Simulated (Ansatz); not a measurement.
**SnH₂Cl radical: an energy map over bond length Cl1–Sn2 and bond length Sn2–H4**

A grid of calculations on ClH₂Sn, SMILES [Cl][SnH2], spin multiplicity 2, to see where the energy is lowest and how it rises around there.

Method: UKS PBE0-D4/def2-TZVP; program: Ansatz 0.2.0.

## Step 1: Starting geometry

SMILES `[Cl][SnH2]`, 4 atoms, charge 0, spin multiplicity 2.

Atoms are counted from 1 here; the program's logs count them from 0.

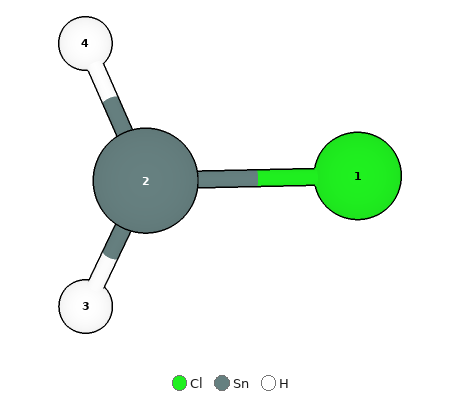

As it starts; chlorine green, tin teal, hydrogen white; atoms are numbered from 1 in the order of the file.

Geometry (Å):

```xyz
4
charge 0, multiplicity 2
Cl   -1.9225    0.4073   -0.5948
Sn    0.3892   -0.1857   -0.4186
H     0.4239   -1.5156    0.7276
H     1.1648    1.2338    0.2655
```

## Step 3: The grid

- bond length Cl1–Sn2: 13 values from 1.968 to 3.046 Å
- bond length Sn2–H4: 13 values from 1.482 to 2.412 Å

Nothing else is relaxed (all other coordinates rigid). Energies count from the relaxed molecule at the same level. Points are written as (first, second).

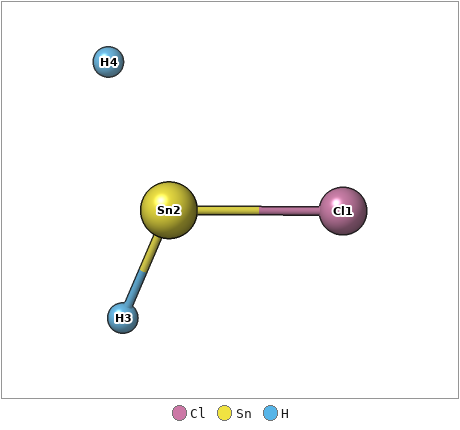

The geometry at (2.327 Å, 2.335 Å).

(The set-up runs are not shown.)

## Step 4: Point (2.327 Å, 2.335 Å)

Contents of input.yaml:

```yaml
crystal:
  periodic: [false, false, false]
  atoms:
    - { symbol: Cl, position_ang: [-1.882577, 0.398354, -0.584972] }
    - { symbol: Sn, position_ang: [0.364764, -0.175705, -0.398317] }
    - { symbol: H, position_ang: [0.397269, -1.496132, 0.708354] }
    - { symbol: H, position_ang: [1.402162, 1.722249, 0.481342] }
magnetization:
  spin_polarized: true
  initial_magnetization: 1
basis:
  gaussian: { orbitals: def2-TZVP }
hamiltonian:
  xc: pbe0
  dispersion: d4
output:
  forces: true
```

Started as:

```bash
> ansatz run input.yaml --threads 1 --pin off --max-ram 2560MiB --backend cpu --events-out ev --progress --plain --runs-dir out
```

Further runs follow: the other points that were computed.

Before running it: what results should come out? Wanted: lowest point; highest computed point; ⟨S²⟩.

The runs gave:

| quantity | value |
| --- | --- |
| lowest point | (2.327 Å, 1.715 Å), 0.0021 eV |
| highest computed point | (1.968 Å, 2.412 Å), 2.84 eV above the lowest |
| ⟨S²⟩ (ħ²) | 0.752 at (1.968 Å, 1.482 Å) to 0.802 at (3.046 Å, 2.412 Å); 0.752 at the lowest point |
| time for the whole task | 12 min on 1 thread, shared host |

**Reading.** The lowest computed point is at (2.327 Å, 1.715 Å), 0.0021 eV from the relaxed molecule at the same level. No other kind of well shows on this grid. The highest computed point, (1.968 Å, 2.412 Å), lies 2.84 eV above the lowest. Round the minimum the two coordinates are nearly uncoupled.
